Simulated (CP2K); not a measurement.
**CH2F2S (SMILES FC(F)S) at PM6**

What is the energy change on altering one bond length of CH2F2S at PM6? 

Program for the calculation: CP2K 2026.2.

3 further runs of the same task are left out: 3 set aside as unsound or not needed.

**1. The molecule**

CH2F2S: 6 atoms, total charge 0, spin state singlet. SMILES: `FC(F)S`. The shape is that of a GFN2-xTB optimisation. This is one conformer, not always the lowest.

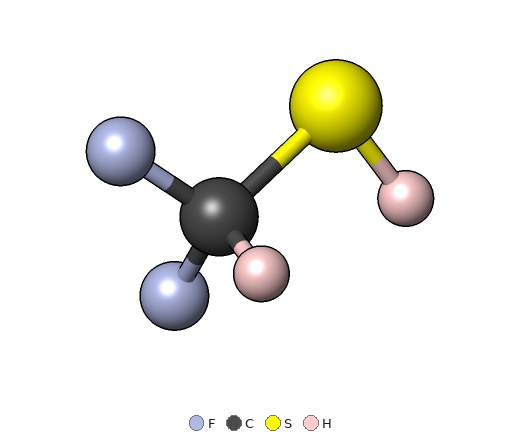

Viewed from a chosen angle; fluorine light blue, carbon dark grey, sulfur yellow, hydrogen pink.

**2. A single-point energy at PM6**

File molecule.inp:

```
&GLOBAL
   PROJECT molecule
   RUN_TYPE ENERGY
   PRINT_LEVEL MEDIUM
&END GLOBAL

&FORCE_EVAL
   METHOD Quickstep
   &DFT
      &QS
         METHOD PM6
         EPS_DEFAULT 1.0E-10
         &SE
            &COULOMB
               CUTOFF [angstrom] 50
               RC_RANGE [angstrom] 0
            &END COULOMB
            &EXCHANGE
               CUTOFF [angstrom] 50
               RC_RANGE [angstrom] 0
            &END EXCHANGE
         &END SE
      &END QS
      # isolated system
      &POISSON
         PERIODIC NONE
         POISSON_SOLVER ANALYTIC
      &END POISSON
      &SCF
         SCF_GUESS ATOMIC
         EPS_SCF 1.0E-06
         MAX_SCF 100
         ADDED_MOS 4
         &DIAGONALIZATION
            ALGORITHM STANDARD
         &END DIAGONALIZATION
         &MIXING
            METHOD DIRECT_P_MIXING
            ALPHA 0.4
         &END MIXING
      &END SCF
      # extra output
      &PRINT
         &MOMENTS
            PERIODIC F
            REFERENCE COM
            MAX_MOMENT 1
         &END MOMENTS
         &MO ON
            ENERGIES T
            OCCUPATION_NUMBERS T
            NDIGITS 6
            &EACH
               QS_SCF 0
            &END EACH
            ADD_LAST NUMERIC
         &END MO
         &HIRSHFELD OFF
         &END HIRSHFELD
      &END PRINT
   &END DFT
   # structure
   &SUBSYS
      &CELL
         ABC 14.6 14.3 13.9
         PERIODIC NONE
      &END CELL
      &COORD
         F      1.040300    -0.600860     1.185240
         C      0.389560    -0.226250     0.081340
         F     -0.140920    -1.330530    -0.472970
         S     -0.928750     0.976240     0.527530
         H      1.104920     0.215090    -0.628620
         H     -1.465100     0.966310    -0.692510
      &END COORD
      &TOPOLOGY
         &CENTER_COORDINATES
         &END CENTER_COORDINATES
      &END TOPOLOGY
   &END SUBSYS
&END FORCE_EVAL
```

Launch:

```bash
$ OMP_NUM_THREADS=1 cp2k.psmp -i molecule.inp -o molecule.out
```

The log of the run, shortened:

```text
CP2K| version string:                                       CP2K version 2026.2
[...]
 GLOBAL| Method name                                                        CP2K
[...]
 GLOBAL| Run type                                                         ENERGY
[...]
                             - Atoms:                                          6
[...]
                             - Spherical basis functions:                     23
[...]
 Number of electrons:                                                         26
[...]
     1 P_Mix/Diag. 0.40E+00    0.0     0.84605618       -42.6012147155 -4.26E+01
[...]
    27 DIIS/Diag.  0.27E-06    0.0     0.00000041       -46.5483315420  1.42E-14
  *** SCF run converged in    27 steps ***
  Core-core repulsion energy [eV]:                           1633.40090931117902
  Core Hamiltonian energy [eV]:                             -2079.14515853782768
  Two-electron integral energy [eV]:                        -1641.80053649209935
  Electronic energy [eV]:                                   -2900.04542678387770
  Total energy [eV]:                                        -1266.64451747269845
  Atomic reference energy [eV]:                              1262.20055946820889
  Heat of formation [kcal/mol]:                              -102.48011424496292
[...]
 SE_DIPOLE| Moment [Debye]         -0.03343410      -1.08561553       1.60476399
 SE_DIPOLE| Derivative [a.u.]       0.00000000       0.00000000       0.00000000
 ENERGY| Total FORCE_EVAL ( QS ) energy [hartree]            -46.548331542040039
[...]
```

Wall time 0.22 s (1 thread of Arm Neoverse V2, shared host).

**3. The distorted shape, same level**

File qs.inp:

```
&global
    project qs
    run_type ENERGY
    print_level MEDIUM
&end global

&force_eval
    method QS
    &dft
        &qs
            method PM6
            eps_default 1.0E-10
            &se
                &coulomb
                    cutoff [angstrom] 50
                    rc_range [angstrom] 0
                &end coulomb
                &exchange
                    cutoff [angstrom] 50
                    rc_range [angstrom] 0
                &end exchange
            &end se
        &end qs
        &poisson
            periodic NONE
            poisson_solver ANALYTIC
        &end poisson
        &scf
            scf_guess ATOMIC
            eps_scf 1.0E-06
            max_scf 100
            added_mos 4
            &diagonalization
                algorithm STANDARD
            &end diagonalization
            &mixing
                method DIRECT_P_MIXING
                alpha 0.4
            &end mixing
        &end scf
        &print
            &moments
                periodic F
                reference COM
                max_moment 1
            &end moments
            &mo ON
                energies T
                occupation_numbers T
                ndigits 6
                &each
                    qs_scf 0
                &end each
                add_last NUMERIC
            &end mo
            &hirshfeld OFF
            &end hirshfeld
        &end print
    &end dft
    &subsys
        &cell
            abc 15.9 15.5 13.8
            periodic NONE
        &end cell
        &coord
            F      2.358616    -1.803356     0.739048
            C      1.707876    -1.428746    -0.364852
            F      1.177396    -2.533026    -0.919162
            S     -0.928750     0.976240     0.527530
            H      2.423236    -0.987406    -1.074812
            H     -1.465100     0.966310    -0.692510
        &end coord
        &topology
            &center_coordinates
            &end center_coordinates
        &end topology
    &end subsys
&end force_eval
```

Launch:

```bash
$ OMP_NUM_THREADS=1 cp2k.psmp -i qs.inp -o qs.out
```

The log of the run, shortened:

```text
CP2K| version string:                                       CP2K version 2026.2
[...]
 GLOBAL| Method name                                                        CP2K
[...]
 GLOBAL| Run type                                                         ENERGY
[...]
                             - Atoms:                                          6
[...]
                             - Spherical basis functions:                     23
[...]
 Number of electrons:                                                         26
[...]
     1 P_Mix/Diag. 0.40E+00    0.0     0.86055336       -42.7153925801 -4.27E+01
[...]
    37 DIIS/Diag.  0.70E-07    0.0     0.00000066       -46.3527942401 -3.13E-13
  *** SCF run converged in    37 steps ***
  Core-core repulsion energy [eV]:                           1380.76600743284894
  Core Hamiltonian energy [eV]:                             -2071.57841973869654
  Two-electron integral energy [eV]:                        -1141.02252917228498
  Electronic energy [eV]:                                   -2642.08968432483925
  Total energy [eV]:                                        -1261.32367689199009
  Atomic reference energy [eV]:                              1262.20055946820889
  Heat of formation [kcal/mol]:                                20.22139419399152
[...]
 SE_DIPOLE| Moment [Debye]         -2.07550882       0.71267758       2.14233110
 SE_DIPOLE| Derivative [a.u.]       0.00000000       0.00000000       0.00000000
 ENERGY| Total FORCE_EVAL ( QS ) energy [hartree]            -46.352794240124155
[...]
```

Run time: 0.24 s. Hardware: 1 thread of Arm Neoverse V2, shared host.

**4. What came out**

At PM6:

| quantity | value |
| --- | --- |
| first shape: total energy | -46.54833 Eh |
| first shape: dipole moment | 1.94 D |
| first shape: HOMO energy | -9.85 eV |
| first shape: LUMO energy | -0.62 eV |
| first shape: HOMO–LUMO gap | 9.23 eV |
| first shape: heat of formation | -102.5 kcal/mol |
| distorted shape: total energy | -46.35279 Eh |
| distorted shape: dipole moment | 3.07 D |
| distorted shape: HOMO energy | -8.45 eV |
| distorted shape: LUMO energy | -4.20 eV |
| distorted shape: HOMO–LUMO gap | 4.25 eV |
| distorted shape: heat of formation | 20.2 kcal/mol |
| energy change with the C2–S4 bond stretched from 1.839 to 3.679 Å | 5.321 eV |

In words: One bond (distorted shape) is far stretched, which a spin-restricted single reference describes badly. With the C2–S4 bond stretched from 1.839 to 3.679 Å the energy rises by 5.32 eV (123 kcal/mol). The first shape isn't relaxed at this level, so the change isn't measured from a minimum. A restricted reference can't describe the breaking bond well at this length.
